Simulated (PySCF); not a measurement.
C₂H₇ClOSi

Input

```
{"job": {"kind": "nmr", "xc": "PBE0", "basis": "pcSseg-2"}, "charge": 0, "multiplicity": 1}
C     -0.127932    -0.351567    -1.223684
C      0.706075     0.168903    -0.072781
Si    -0.146664    -0.048040     1.608611
O     -1.408182     0.138341    -1.252653
Cl     0.743959     0.000456    -2.797444
H     -0.209519    -1.446462    -1.201262
H      0.926088     1.239478    -0.230437
H      1.680699    -0.343478    -0.059343
H     -0.636918    -1.451412     1.755266
H     -1.296064     0.893064     1.755330
H      0.846203     0.240751     2.687527
H     -1.371469     1.103569    -1.233983
```

Command:

```sh
OMP_NUM_THREADS=1 python cluster_run.py task.json out
```

Geometry: PBE0-D3(BJ)/def2-SVP.

These are results of PBE0/pcSseg-2, SCF density, gas phase, non-relativistic (PySCF 2.14.0), not measurements.

> What can the converged electron density and electron localisation function tell about the bonding?

C–C (1.51 Å): the density is about 1.7 e/Å³ at the midpoint; the ELF peaks at about 0.95 between the atoms, as expected for localised, covalent bonding.
C–Cl (1.83 Å): ρ is about 1.2 e/Å³ halfway; the ELF peaks at about 0.85 between the atoms: localised, covalent bonding.
C–Si (1.90 Å): the density is about 0.93 e/Å³ at the midpoint; the ELF peaks at about 0.95 between the atoms; a covalent bond.

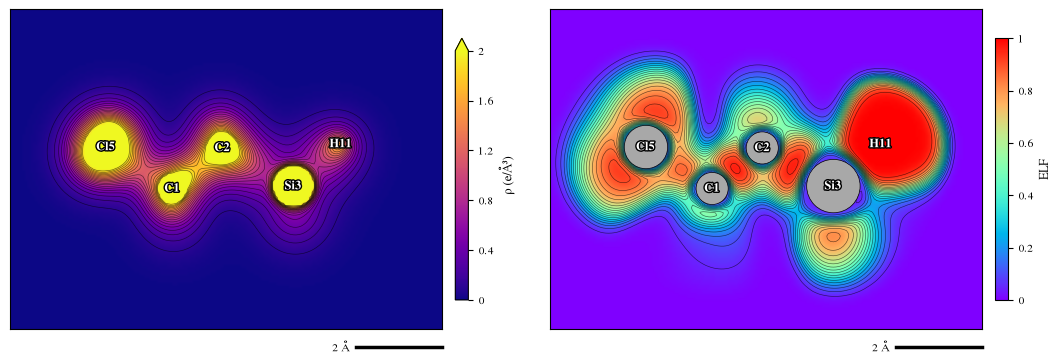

Computed electron density and electron localisation function on the plane of atoms C2, C1 and Cl5, in this order. Grey discs cover the atomic cores in the ELF map. 
